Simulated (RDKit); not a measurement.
# Run report: InH$_{2}$S$_{2}$Cl, property calculation

InH$_{2}$S$_{2}$Cl, computed with EHT (RDKit 2026.09.1).

The geometry comes from this level: GFN2-xTB.

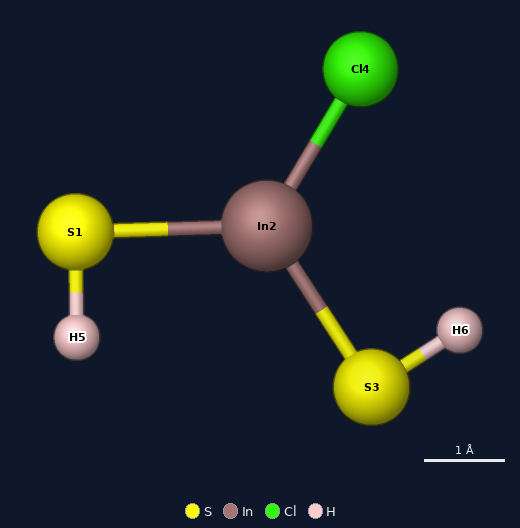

Figure 1. The input geometry (ball-and-stick view, seen on its broad side; atoms are numbered from 1 in the order of the input). Sticks mark near contacts.

Summary

```csv
quantity,value
outcome,converged
total energy,−13.781692 hartree
HOMO,−10.99 eV
LUMO,−4.31 eV
hardware,"1 thread of Intel Xeon (Sapphire Rapids), 16 GiB of memory available, shared host"
peak memory,0.073 GiB
```

Input (run.py)
```python
import json
import numpy as np
from rdkit import Chem
from rdkit.Chem import AllChem
from rdkit.Chem import rdDetermineBonds
from rdkit.Chem import rdEHTTools

molecule = Chem.MolFromXYZFile("mol.xyz")
symbols = [a.GetSymbol() for a in molecule.GetAtoms()]
start = molecule.GetConformer().GetPositions().copy()

ok, res = rdEHTTools.RunMol(molecule, keepOverlapAndHamiltonianMatrices=True)
if not ok:
    raise RuntimeError("the extended Hueckel run failed")
eps = np.array(res.GetOrbitalEnergies())
nel = res.numElectrons
homo = (nel + 1) // 2 - 1
print(f"{res.numOrbitals} orbitals, {nel} valence electrons, sum of one-electron energies {res.totalEnergy:.4f} eV")
for i in range(max(0, homo - 5), min(len(eps), homo + 6)):
    print(f"{i + 1:4d} {eps[i]:10.4f} eV", "(HOMO)" if i == homo else "(LUMO)" if i == homo + 1 else "")
q = np.array(res.GetAtomicCharges())
print("Mulliken charges:", " ".join(f"{a}{i + 1}={c:+.3f}" for i, (a, c) in enumerate(zip(symbols, q))))
op = res.GetReducedOverlapPopulationMatrix()
pairs = [(k, i, op[i * (i + 1) // 2 + k]) for i in range(len(symbols)) for k in range(i) if abs(op[i * (i + 1) // 2 + k]) > 0.1]
print("reduced overlap populations above 0.1")
for k, i, p in pairs:
    print(f"  {symbols[k]}{k + 1}-{symbols[i]}{i + 1} {p:7.3f}")
json.dump(dict(symbols=symbols, start=start.tolist(), energy=res.totalEnergy * 23.060548, homo=eps[homo], lumo=eps[homo + 1] if homo + 1 < len(eps) else None, orbital_energies=eps.round(4).tolist(), charges_mulliken=q.tolist(), bond_orders=[[k + 1, i + 1, round(p, 4)] for k, i, p in pairs], nel=nel), open("results.json", "w"))
```

File mol.xyz
```
6

S     -1.631100     1.533670    -1.055270
In    -0.258010    -0.297690    -0.266050
S      1.570040     0.069460     1.290030
Cl    -0.589260    -2.476400    -0.939270
H     -0.920610     2.401860    -0.341630
H      1.828940    -1.230900     1.312190
```

Launched with:
```bash
python run.py
```

Output
```
18 orbitals, 24 valence electrons, sum of one-electron energies -375.0189 eV
   7   -13.9925 eV
   8   -13.8259 eV
   9   -12.0635 eV
  10   -11.2072 eV
  11   -11.1769 eV
  12   -10.9900 eV (HOMO)
  13    -4.3084 eV (LUMO)
  14     0.3260 eV
  15     2.2282 eV
  16     5.0497 eV
  17    11.4033 eV
Mulliken charges: S1=-0.393 In2=+1.331 S3=-0.409 Cl4=-0.482 H5=-0.024 H6=-0.023
reduced overlap populations above 0.1
  S1-In2   0.621
  In2-S3   0.605
  In2-Cl4   0.647
  S1-H5   0.733
  S3-H6   0.736
```

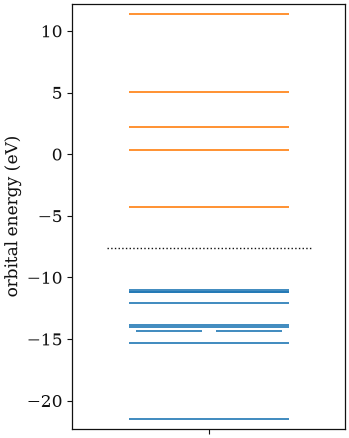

Figure 2. Orbital energies near the frontier; the dotted line parts filled from empty levels, and levels within 0.02 eV of each other stand side by side. Highest filled −10.99 eV, lowest empty −4.31 eV, 6.68 eV apart.

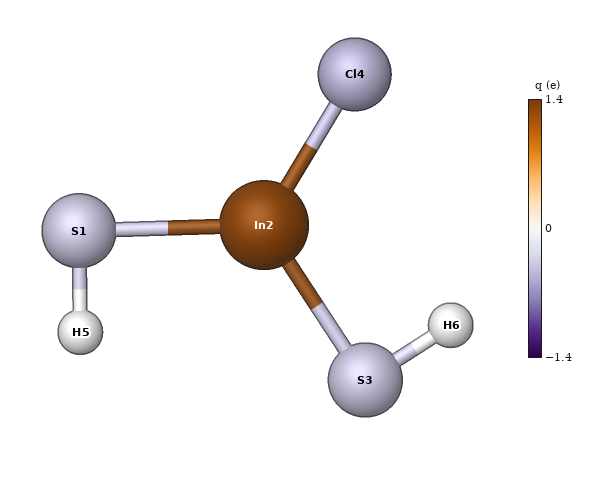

Figure 3. Mulliken charges, as the colour of each atom (ball-and-stick view, seen on its broad side; atoms are numbered from 1 in the order of the input). By element: S −0.41 to −0.39, In +1.33, Cl −0.48 and H −0.02 e.
